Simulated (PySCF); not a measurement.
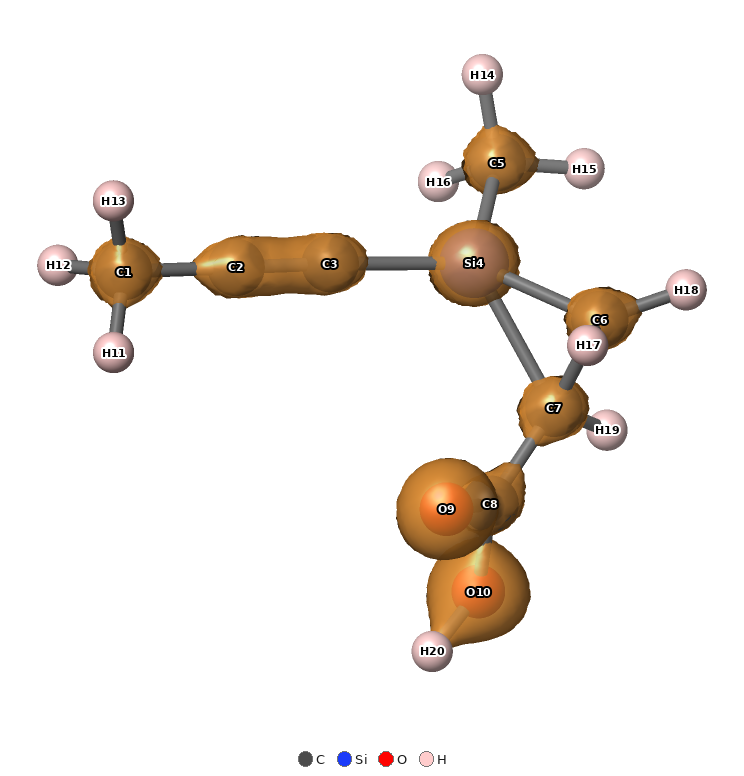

Figure 1: C$_{7}$H$_{10}$O$_{2}$Si. Isosurface of the electron density at 2 e/Å³ (orange), seen at a tilt.

Geometry: GFN2-xTB.

Computed with PBE0/pcSseg-1, SCF density, gas phase, non-relativistic (PySCF 2.14.0).

Input file:

```
{"job": {"kind": "nmr", "xc": "PBE0", "basis": "pcSseg-1"}, "charge": 0, "multiplicity": 1}
C     -3.094983    -1.511153    -1.642030
C     -2.096299    -0.725777    -0.961493
C     -1.262220    -0.066685    -0.391127
Si     0.043540     0.879078     0.473577
C     -0.080428     2.764109     0.369242
C      1.073146     0.075096     1.814731
C      1.816362     0.113659     0.465669
C      1.932552    -1.137476    -0.249866
O      1.264643    -2.133139    -0.069712
O      2.870659    -1.093762    -1.232184
H     -2.704106    -2.511256    -1.825562
H     -3.351618    -1.047663    -2.594394
H     -3.992526    -1.586248    -1.028468
H     -1.010363     3.102014     0.814225
H      0.738728     3.245223     0.893842
H     -0.066438     3.103423    -0.661781
H      0.827185    -0.927888     2.134546
H      1.529833     0.656409     2.604115
H      2.681854     0.754627     0.373899
H      2.875329    -1.941912    -1.699960
```

Command:

```sh
OMP_NUM_THREADS=1 python probes_run.py task.json out
```

What does this surface tell about the bonding?

At this value the surface falls into 16 separate pieces. It bridges the sampled C–C (1.21 Å), C–O (1.21 Å) and O–H (0.97 Å) contacts, where the density stays above the isovalue. It is pinched off along the sampled C–Si (1.83 Å) contacts. On the grid the lowest density along these lines, outside the cores, is 2.7 e/Å³ (C–C, 1.21 Å), 2.9 e/Å³ (C–O, 1.21 Å), 0.81 e/Å³ (C–Si, 1.83 Å) and 2.4 e/Å³ (O–H, 0.97 Å).
